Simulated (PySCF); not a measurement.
## Electronic structure of C6H13PSi (SMILES CC(C)CP=C=C[SiH3]) in real space

Input file:

```
{"job": {"kind": "nmr", "xc": "PBE0", "basis": "pcSseg-1"}, "charge": 0, "multiplicity": 1}
C     -2.251825     1.188508    -0.375058
C     -1.146199     0.159083    -0.148857
C     -1.284436    -0.999907    -1.130834
C     -1.193336    -0.346873     1.292030
P      0.228273    -1.505990     1.732913
C      1.477961    -0.478001     1.462523
C      2.517290     0.231267     1.151287
Si     3.272233     0.289610    -0.582998
H     -3.228295     0.742330    -0.196018
H     -2.224876     1.554556    -1.398942
H     -2.132774     2.036728     0.295652
H     -0.176092     0.643612    -0.315175
H     -1.215030    -0.644568    -2.156527
H     -0.494129    -1.731728    -0.965972
H     -2.244758    -1.495558    -1.000626
H     -2.119974    -0.902557     1.462489
H     -1.173430     0.490965     1.993552
H      2.988458     0.864787     1.895162
H      2.485495    -0.543823    -1.489302
H      4.656220    -0.182005    -0.501064
H      3.250303     1.687965    -1.024707
```

Launched as:

```sh
OMP_NUM_THREADS=1 python probes_run.py task.json out
```

Geometry: GFN2-xTB.

Level of theory: PBE0/pcSseg-1, SCF density, gas phase, non-relativistic in PySCF 2.14.0.

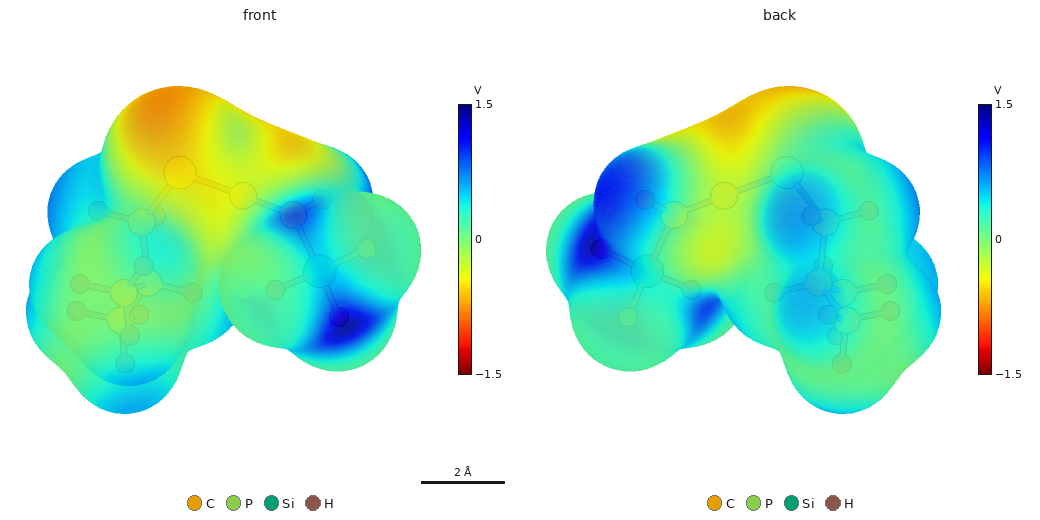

Figure 1. The molecular electrostatic potential painted on the density surface at 0.002 e/bohr³, seen from the front and from behind; the colour scale runs from red (negative) to blue (positive).

Q: Describe the electrostatic potential map.

A: The most negative region (about −0.8 V, or −18 kcal/mol for a unit charge) lies over P5, the most positive (about +1.3 V, or +30 kcal/mol for a unit charge) over Si8.

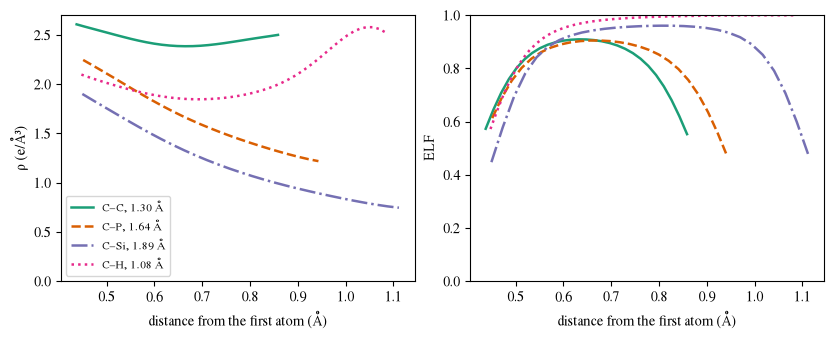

Figure 2. Total electron density and electron localisation function along straight lines between neighbouring atoms. The curves leave out the atomic cores.

Q: What can be read from the curves?

A: C–C (1.30 Å): ρ is about 2.4 e/Å³ halfway; the ELF peaks at about 0.90 between the atoms; a short, multiple covalent bond.
C–P (1.64 Å): the density is about 1.4 e/Å³ at the midpoint; the ELF peaks at about 0.90 between the atoms; a covalent bond.
C–Si (1.89 Å): the density is about 0.89 e/Å³ at the midpoint; the ELF peaks at about 0.95 between the atoms; a covalent bond.
C–H (1.08 Å): ρ is about 2 e/Å³ halfway; the ELF climbs to about 1 towards the hydrogen, as it does in any bond to H: a covalent bond by its length.
